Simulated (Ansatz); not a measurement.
# ZnHClO: molecular dynamics (part 2 of 3)

The same run, continued: ZnHClO; RKS PBE0-D4/def2-SVP (Ansatz 0.2.0). It belongs to a series of runs on one base structure; here: dynamics from the start.

Geometry of the input (Å):
```
Zn -0.0635  -0.0197  -0.0462
O  -0.0291  -0.0090  1.7201
H  -0.8536  -0.2641  2.1456
Cl 0.0367  0.0114  -2.1424
```

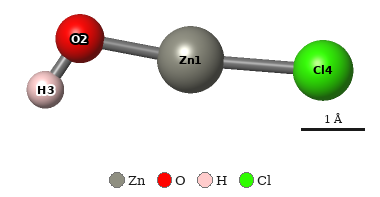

The geometry at step 181 of the log (ball-and-stick view, seen on its broad side; atoms are numbered from 1 in the order of the input).

### Log, continued
```
md step   113: t =    56.50 fs  T =    95.3 K  F+E_penalty+E_count = -62981.89756745 eV  E_kin = 0.049276 eV  (27 SCF iters)
md step   114: t =    57.00 fs  T =    86.1 K  F+E_penalty+E_count = -62981.89330437 eV  E_kin = 0.044496 eV  (20 SCF iters)
md step   115: t =    57.50 fs  T =    84.5 K  F+E_penalty+E_count = -62981.89343554 eV  E_kin = 0.043693 eV  (24 SCF iters)
md step   116: t =    58.00 fs  T =    94.9 K  F+E_penalty+E_count = -62981.89663969 eV  E_kin = 0.049058 eV  (25 SCF iters)
md step   117: t =    58.50 fs  T =    99.2 K  F+E_penalty+E_count = -62981.90044529 eV  E_kin = 0.051299 eV  (24 SCF iters)
md step   118: t =    59.00 fs  T =   101.1 K  F+E_penalty+E_count = -62981.90223641 eV  E_kin = 0.052289 eV  (25 SCF iters)
md step   119: t =    59.50 fs  T =    90.0 K  F+E_penalty+E_count = -62981.90048767 eV  E_kin = 0.046531 eV  (25 SCF iters)
md step   120: t =    60.00 fs  T =    78.3 K  F+E_penalty+E_count = -62981.89587505 eV  E_kin = 0.040480 eV  (24 SCF iters)
md step   121: t =    60.50 fs  T =    72.3 K  F+E_penalty+E_count = -62981.89050522 eV  E_kin = 0.037399 eV  (24 SCF iters)
md step   122: t =    61.00 fs  T =    72.3 K  F+E_penalty+E_count = -62981.88730698 eV  E_kin = 0.037404 eV  (24 SCF iters)
md step   123: t =    61.50 fs  T =    76.8 K  F+E_penalty+E_count = -62981.88819215 eV  E_kin = 0.039724 eV  (21 SCF iters)
md step   124: t =    62.00 fs  T =    82.2 K  F+E_penalty+E_count = -62981.89233429 eV  E_kin = 0.042497 eV  (23 SCF iters)
md step   125: t =    62.50 fs  T =    92.0 K  F+E_penalty+E_count = -62981.89746039 eV  E_kin = 0.047581 eV  (24 SCF iters)
md step   126: t =    63.00 fs  T =   102.8 K  F+E_penalty+E_count = -62981.90106939 eV  E_kin = 0.053171 eV  (24 SCF iters)
md step   127: t =    63.50 fs  T =   106.1 K  F+E_penalty+E_count = -62981.90121687 eV  E_kin = 0.054879 eV  (24 SCF iters)
md step   128: t =    64.00 fs  T =    96.6 K  F+E_penalty+E_count = -62981.89824693 eV  E_kin = 0.049964 eV  (24 SCF iters)
md step   129: t =    64.50 fs  T =    84.5 K  F+E_penalty+E_count = -62981.89441691 eV  E_kin = 0.043699 eV  (24 SCF iters)
md step   130: t =    65.00 fs  T =    78.1 K  F+E_penalty+E_count = -62981.89233263 eV  E_kin = 0.040394 eV  (25 SCF iters)
md step   131: t =    65.50 fs  T =    81.3 K  F+E_penalty+E_count = -62981.89356551 eV  E_kin = 0.042026 eV  (24 SCF iters)
md step   132: t =    66.00 fs  T =    87.7 K  F+E_penalty+E_count = -62981.89829053 eV  E_kin = 0.045343 eV  (24 SCF iters)
md step   133: t =    66.50 fs  T =   104.4 K  F+E_penalty+E_count = -62981.90546115 eV  E_kin = 0.053968 eV  (24 SCF iters)
md step   134: t =    67.00 fs  T =   121.9 K  F+E_penalty+E_count = -62981.91266145 eV  E_kin = 0.063011 eV  (25 SCF iters)
md step   135: t =    67.50 fs  T =   129.3 K  F+E_penalty+E_count = -62981.91735844 eV  E_kin = 0.066829 eV  (25 SCF iters)
md step   136: t =    68.00 fs  T =   131.1 K  F+E_penalty+E_count = -62981.91813382 eV  E_kin = 0.067776 eV  (27 SCF iters)
md step   137: t =    68.50 fs  T =   128.2 K  F+E_penalty+E_count = -62981.91576789 eV  E_kin = 0.066301 eV  (25 SCF iters)
md step   138: t =    69.00 fs  T =   116.1 K  F+E_penalty+E_count = -62981.91306719 eV  E_kin = 0.060048 eV  (24 SCF iters)
md step   139: t =    69.50 fs  T =   114.7 K  F+E_penalty+E_count = -62981.91261951 eV  E_kin = 0.059293 eV  (24 SCF iters)
md step   140: t =    70.00 fs  T =   121.3 K  F+E_penalty+E_count = -62981.91567286 eV  E_kin = 0.062739 eV  (24 SCF iters)
md step   141: t =    70.50 fs  T =   136.3 K  F+E_penalty+E_count = -62981.92163697 eV  E_kin = 0.070490 eV  (23 SCF iters)
md step   142: t =    71.00 fs  T =   150.5 K  F+E_penalty+E_count = -62981.92836824 eV  E_kin = 0.077823 eV  (24 SCF iters)
md step   143: t =    71.50 fs  T =   161.0 K  F+E_penalty+E_count = -62981.93313870 eV  E_kin = 0.083244 eV  (24 SCF iters)
md step   144: t =    72.00 fs  T =   162.5 K  F+E_penalty+E_count = -62981.93406393 eV  E_kin = 0.084012 eV  (24 SCF iters)
md step   145: t =    72.50 fs  T =   160.5 K  F+E_penalty+E_count = -62981.93143867 eV  E_kin = 0.082986 eV  (24 SCF iters)
md step   146: t =    73.00 fs  T =   154.5 K  F+E_penalty+E_count = -62981.92724602 eV  E_kin = 0.079862 eV  (24 SCF iters)
md step   147: t =    73.50 fs  T =   150.7 K  F+E_penalty+E_count = -62981.92372646 eV  E_kin = 0.077940 eV  (25 SCF iters)
md step   148: t =    74.00 fs  T =   154.4 K  F+E_penalty+E_count = -62981.92289627 eV  E_kin = 0.079819 eV  (24 SCF iters)
md step   149: t =    74.50 fs  T =   154.0 K  F+E_penalty+E_count = -62981.92548565 eV  E_kin = 0.079622 eV  (24 SCF iters)
md step   150: t =    75.00 fs  T =   156.6 K  F+E_penalty+E_count = -62981.93042359 eV  E_kin = 0.080985 eV  (25 SCF iters)
md step   151: t =    75.50 fs  T =   159.3 K  F+E_penalty+E_count = -62981.93569340 eV  E_kin = 0.082378 eV  (24 SCF iters)
md step   152: t =    76.00 fs  T =   162.1 K  F+E_penalty+E_count = -62981.93921415 eV  E_kin = 0.083810 eV  (25 SCF iters)
md step   153: t =    76.50 fs  T =   166.7 K  F+E_penalty+E_count = -62981.93948835 eV  E_kin = 0.086170 eV  (25 SCF iters)
md step   154: t =    77.00 fs  T =   159.7 K  F+E_penalty+E_count = -62981.93628540 eV  E_kin = 0.082587 eV  (25 SCF iters)
md step   155: t =    77.50 fs  T =   154.4 K  F+E_penalty+E_count = -62981.93126195 eV  E_kin = 0.079827 eV  (24 SCF iters)
md step   156: t =    78.00 fs  T =   143.5 K  F+E_penalty+E_count = -62981.92714141 eV  E_kin = 0.074196 eV  (25 SCF iters)
md step   157: t =    78.50 fs  T =   137.3 K  F+E_penalty+E_count = -62981.92639279 eV  E_kin = 0.071006 eV  (24 SCF iters)
md step   158: t =    79.00 fs  T =   140.4 K  F+E_penalty+E_count = -62981.92929798 eV  E_kin = 0.072612 eV  (24 SCF iters)
md step   159: t =    79.50 fs  T =   144.3 K  F+E_penalty+E_count = -62981.93365214 eV  E_kin = 0.074600 eV  (26 SCF iters)
md step   160: t =    80.00 fs  T =   149.1 K  F+E_penalty+E_count = -62981.93668473 eV  E_kin = 0.077073 eV  (24 SCF iters)
md step   161: t =    80.50 fs  T =   152.0 K  F+E_penalty+E_count = -62981.93646775 eV  E_kin = 0.078609 eV  (24 SCF iters)
md step   162: t =    81.00 fs  T =   149.1 K  F+E_penalty+E_count = -62981.93264236 eV  E_kin = 0.077107 eV  (24 SCF iters)
md step   163: t =    81.50 fs  T =   139.6 K  F+E_penalty+E_count = -62981.92691544 eV  E_kin = 0.072163 eV  (24 SCF iters)
md step   164: t =    82.00 fs  T =   131.4 K  F+E_penalty+E_count = -62981.92201519 eV  E_kin = 0.067942 eV  (24 SCF iters)
md step   165: t =    82.50 fs  T =   124.1 K  F+E_penalty+E_count = -62981.91995160 eV  E_kin = 0.064151 eV  (24 SCF iters)
md step   166: t =    83.00 fs  T =   122.4 K  F+E_penalty+E_count = -62981.92106772 eV  E_kin = 0.063292 eV  (24 SCF iters)
md step   167: t =    83.50 fs  T =   127.8 K  F+E_penalty+E_count = -62981.92473976 eV  E_kin = 0.066090 eV  (24 SCF iters)
md step   168: t =    84.00 fs  T =   129.3 K  F+E_penalty+E_count = -62981.92954688 eV  E_kin = 0.066828 eV  (24 SCF iters)
md step   169: t =    84.50 fs  T =   134.3 K  F+E_penalty+E_count = -62981.93338684 eV  E_kin = 0.069437 eV  (25 SCF iters)
md step   170: t =    85.00 fs  T =   134.7 K  F+E_penalty+E_count = -62981.93422457 eV  E_kin = 0.069663 eV  (25 SCF iters)
md step   171: t =    85.50 fs  T =   131.4 K  F+E_penalty+E_count = -62981.93156397 eV  E_kin = 0.067943 eV  (25 SCF iters)
md step   172: t =    86.00 fs  T =   125.1 K  F+E_penalty+E_count = -62981.92714118 eV  E_kin = 0.064658 eV  (24 SCF iters)
md step   173: t =    86.50 fs  T =   117.6 K  F+E_penalty+E_count = -62981.92382660 eV  E_kin = 0.060820 eV  (24 SCF iters)
md step   174: t =    87.00 fs  T =   113.9 K  F+E_penalty+E_count = -62981.92360825 eV  E_kin = 0.058872 eV  (24 SCF iters)
md step   175: t =    87.50 fs  T =   118.6 K  F+E_penalty+E_count = -62981.92671756 eV  E_kin = 0.061346 eV  (24 SCF iters)
md step   176: t =    88.00 fs  T =   126.2 K  F+E_penalty+E_count = -62981.93154439 eV  E_kin = 0.065238 eV  (24 SCF iters)
md step   177: t =    88.50 fs  T =   134.4 K  F+E_penalty+E_count = -62981.93543429 eV  E_kin = 0.069469 eV  (24 SCF iters)
md step   178: t =    89.00 fs  T =   137.9 K  F+E_penalty+E_count = -62981.93612626 eV  E_kin = 0.071302 eV  (24 SCF iters)
md step   179: t =    89.50 fs  T =   130.7 K  F+E_penalty+E_count = -62981.93321495 eV  E_kin = 0.067574 eV  (24 SCF iters)
md step   180: t =    90.00 fs  T =   123.5 K  F+E_penalty+E_count = -62981.92841236 eV  E_kin = 0.063869 eV  (24 SCF iters)
md step   181: t =    90.50 fs  T =   112.4 K  F+E_penalty+E_count = -62981.92407094 eV  E_kin = 0.058104 eV  (27 SCF iters)
md step   182: t =    91.00 fs  T =   109.9 K  F+E_penalty+E_count = -62981.92188572 eV  E_kin = 0.056841 eV  (24 SCF iters)
md step   183: t =    91.50 fs  T =   105.3 K  F+E_penalty+E_count = -62981.92282360 eV  E_kin = 0.054454 eV  (24 SCF iters)
md step   184: t =    92.00 fs  T =   117.4 K  F+E_penalty+E_count = -62981.92687254 eV  E_kin = 0.060688 eV  (25 SCF iters)
md step   185: t =    92.50 fs  T =   127.4 K  F+E_penalty+E_count = -62981.93247749 eV  E_kin = 0.065863 eV  (25 SCF iters)
md step   186: t =    93.00 fs  T =   138.7 K  F+E_penalty+E_count = -62981.93677039 eV  E_kin = 0.071709 eV  (25 SCF iters)
md step   187: t =    93.50 fs  T =   143.0 K  F+E_penalty+E_count = -62981.93788462 eV  E_kin = 0.073941 eV  (25 SCF iters)
md step   188: t =    94.00 fs  T =   137.0 K  F+E_penalty+E_count = -62981.93515715 eV  E_kin = 0.070827 eV  (25 SCF iters)
md step   189: t =    94.50 fs  T =   133.4 K  F+E_penalty+E_count = -62981.92982412 eV  E_kin = 0.068978 eV  (25 SCF iters)
md step   190: t =    95.00 fs  T =   124.0 K  F+E_penalty+E_count = -62981.92440242 eV  E_kin = 0.064131 eV  (24 SCF iters)
md step   191: t =    95.50 fs  T =   119.4 K  F+E_penalty+E_count = -62981.92186498 eV  E_kin = 0.061716 eV  (24 SCF iters)
md step   192: t =    96.00 fs  T =   123.3 K  F+E_penalty+E_count = -62981.92335582 eV  E_kin = 0.063748 eV  (24 SCF iters)
md step   193: t =    96.50 fs  T =   127.2 K  F+E_penalty+E_count = -62981.92749643 eV  E_kin = 0.065751 eV  (24 SCF iters)
md step   194: t =    97.00 fs  T =   141.3 K  F+E_penalty+E_count = -62981.93157435 eV  E_kin = 0.073049 eV  (24 SCF iters)
md step   195: t =    97.50 fs  T =   141.6 K  F+E_penalty+E_count = -62981.93233351 eV  E_kin = 0.073233 eV  (24 SCF iters)
md step   196: t =    98.00 fs  T =   136.7 K  F+E_penalty+E_count = -62981.92866549 eV  E_kin = 0.070704 eV  (24 SCF iters)
md step   197: t =    98.50 fs  T =   123.9 K  F+E_penalty+E_count = -62981.92198872 eV  E_kin = 0.064055 eV  (24 SCF iters)
md step   198: t =    99.00 fs  T =   107.0 K  F+E_penalty+E_count = -62981.91536939 eV  E_kin = 0.055334 eV  (23 SCF iters)
md step   199: t =    99.50 fs  T =    97.0 K  F+E_penalty+E_count = -62981.91142456 eV  E_kin = 0.050141 eV  (24 SCF iters)
md step   200: t =   100.00 fs  T =    92.1 K  F+E_penalty+E_count = -62981.91094727 eV  E_kin = 0.047607 eV  (24 SCF iters)
md step   201: t =   100.50 fs  T =    94.3 K  F+E_penalty+E_count = -62981.91326394 eV  E_kin = 0.048775 eV  (25 SCF iters)
md step   202: t =   101.00 fs  T =    97.7 K  F+E_penalty+E_count = -62981.91671539 eV  E_kin = 0.050528 eV  (24 SCF iters)
md step   203: t =   101.50 fs  T =    93.7 K  F+E_penalty+E_count = -62981.91916539 eV  E_kin = 0.048429 eV  (25 SCF iters)
md step   204: t =   102.00 fs  T =    96.4 K  F+E_penalty+E_count = -62981.91871964 eV  E_kin = 0.049819 eV  (26 SCF iters)
md step   205: t =   102.50 fs  T =    91.5 K  F+E_penalty+E_count = -62981.91455662 eV  E_kin = 0.047285 eV  (25 SCF iters)
md step   206: t =   103.00 fs  T =    79.0 K  F+E_penalty+E_count = -62981.90801495 eV  E_kin = 0.040869 eV  (24 SCF iters)
md step   207: t =   103.50 fs  T =    65.7 K  F+E_penalty+E_count = -62981.90180611 eV  E_kin = 0.033973 eV  (25 SCF iters)
md step   208: t =   104.00 fs  T =    61.0 K  F+E_penalty+E_count = -62981.89877850 eV  E_kin = 0.031522 eV  (24 SCF iters)
md step   209: t =   104.50 fs  T =    60.8 K  F+E_penalty+E_count = -62981.90009073 eV  E_kin = 0.031437 eV  (23 SCF iters)
md step   210: t =   105.00 fs  T =    70.2 K  F+E_penalty+E_count = -62981.90405450 eV  E_kin = 0.036320 eV  (24 SCF iters)
md step   211: t =   105.50 fs  T =    75.2 K  F+E_penalty+E_count = -62981.90796967 eV  E_kin = 0.038885 eV  (24 SCF iters)
md step   212: t =   106.00 fs  T =    76.2 K  F+E_penalty+E_count = -62981.90925095 eV  E_kin = 0.039398 eV  (24 SCF iters)
md step   213: t =   106.50 fs  T =    72.6 K  F+E_penalty+E_count = -62981.90714201 eV  E_kin = 0.037528 eV  (24 SCF iters)
md step   214: t =   107.00 fs  T =    64.9 K  F+E_penalty+E_count = -62981.90261772 eV  E_kin = 0.033571 eV  (24 SCF iters)
md step   215: t =   107.50 fs  T =    55.3 K  F+E_penalty+E_count = -62981.89783618 eV  E_kin = 0.028600 eV  (25 SCF iters)
md step   216: t =   108.00 fs  T =    49.3 K  F+E_penalty+E_count = -62981.89485043 eV  E_kin = 0.025473 eV  (24 SCF iters)
md step   217: t =   108.50 fs  T =    52.2 K  F+E_penalty+E_count = -62981.89532136 eV  E_kin = 0.026965 eV  (20 SCF iters)
md step   218: t =   109.00 fs  T =    59.8 K  F+E_penalty+E_count = -62981.89932212 eV  E_kin = 0.030901 eV  (24 SCF iters)
md step   219: t =   109.50 fs  T =    71.9 K  F+E_penalty+E_count = -62981.90497391 eV  E_kin = 0.037155 eV  (24 SCF iters)
md step   220: t =   110.00 fs  T =    80.2 K  F+E_penalty+E_count = -62981.90980582 eV  E_kin = 0.041464 eV  (24 SCF iters)
md step   221: t =   110.50 fs  T =    81.0 K  F+E_penalty+E_count = -62981.91185335 eV  E_kin = 0.041893 eV  (25 SCF iters)
md step   222: t =   111.00 fs  T =    78.3 K  F+E_penalty+E_count = -62981.91060657 eV  E_kin = 0.040462 eV  (25 SCF iters)
md step   223: t =   111.50 fs  T =    67.3 K  F+E_penalty+E_count = -62981.90728179 eV  E_kin = 0.034787 eV  (24 SCF iters)
md step   224: t =   112.00 fs  T =    60.2 K  F+E_penalty+E_count = -62981.90499495 eV  E_kin = 0.031105 eV  (25 SCF iters)
md step   225: t =   112.50 fs  T =    63.5 K  F+E_penalty+E_count = -62981.90612806 eV  E_kin = 0.032845 eV  (24 SCF iters)
md step   226: t =   113.00 fs  T =    73.0 K  F+E_penalty+E_count = -62981.91100855 eV  E_kin = 0.037732 eV  (26 SCF iters)
md step   227: t =   113.50 fs  T =    86.6 K  F+E_penalty+E_count = -62981.91728806 eV  E_kin = 0.044798 eV  (24 SCF iters)
md step   228: t =   114.00 fs  T =    95.4 K  F+E_penalty+E_count = -62981.92237550 eV  E_kin = 0.049300 eV  (24 SCF iters)
md step   229: t =   114.50 fs  T =   109.3 K  F+E_penalty+E_count = -62981.92493552 eV  E_kin = 0.056534 eV  (24 SCF iters)
md step   230: t =   115.00 fs  T =   109.1 K  F+E_penalty+E_count = -62981.92454988 eV  E_kin = 0.056384 eV  (24 SCF iters)
md step   231: t =   115.50 fs  T =   103.8 K  F+E_penalty+E_count = -62981.92234248 eV  E_kin = 0.053687 eV  (24 SCF iters)
md step   232: t =   116.00 fs  T =    98.3 K  F+E_penalty+E_count = -62981.92017856 eV  E_kin = 0.050820 eV  (23 SCF iters)
md step   233: t =   116.50 fs  T =    95.5 K  F+E_penalty+E_count = -62981.92004890 eV  E_kin = 0.049400 eV  (24 SCF iters)
md step   234: t =   117.00 fs  T =   101.2 K  F+E_penalty+E_count = -62981.92281508 eV  E_kin = 0.052335 eV  (24 SCF iters)
md step   235: t =   117.50 fs  T =   113.5 K  F+E_penalty+E_count = -62981.92752290 eV  E_kin = 0.058669 eV  (25 SCF iters)
md step   236: t =   118.00 fs  T =   118.0 K  F+E_penalty+E_count = -62981.93297490 eV  E_kin = 0.061008 eV  (24 SCF iters)
md step   237: t =   118.50 fs  T =   127.6 K  F+E_penalty+E_count = -62981.93735001 eV  E_kin = 0.065956 eV  (24 SCF iters)
md step   238: t =   119.00 fs  T =   128.0 K  F+E_penalty+E_count = -62981.93880080 eV  E_kin = 0.066167 eV  (24 SCF iters)
md step   239: t =   119.50 fs  T =   126.7 K  F+E_penalty+E_count = -62981.93687948 eV  E_kin = 0.065519 eV  (25 SCF iters)
md step   240: t =   120.00 fs  T =   124.7 K  F+E_penalty+E_count = -62981.93317595 eV  E_kin = 0.064480 eV  (24 SCF iters)
md step   241: t =   120.50 fs  T =   123.8 K  F+E_penalty+E_count = -62981.92996486 eV  E_kin = 0.063990 eV  (25 SCF iters)
md step   242: t =   121.00 fs  T =   119.5 K  F+E_penalty+E_count = -62981.92921924 eV  E_kin = 0.061760 eV  (24 SCF iters)
md step   243: t =   121.50 fs  T =   128.0 K  F+E_penalty+E_count = -62981.93189667 eV  E_kin = 0.066185 eV  (24 SCF iters)
md step   244: t =   122.00 fs  T =   140.0 K  F+E_penalty+E_count = -62981.93648696 eV  E_kin = 0.072360 eV  (24 SCF iters)
md step   245: t =   122.50 fs  T =   147.1 K  F+E_penalty+E_count = -62981.94010109 eV  E_kin = 0.076063 eV  (24 SCF iters)
md step   246: t =   123.00 fs  T =   151.1 K  F+E_penalty+E_count = -62981.94078517 eV  E_kin = 0.078100 eV  (24 SCF iters)
md step   247: t =   123.50 fs  T =   148.2 K  F+E_penalty+E_count = -62981.93777822 eV  E_kin = 0.076602 eV  (24 SCF iters)
md step   248: t =   124.00 fs  T =   133.6 K  F+E_penalty+E_count = -62981.93202947 eV  E_kin = 0.069097 eV  (26 SCF iters)
```
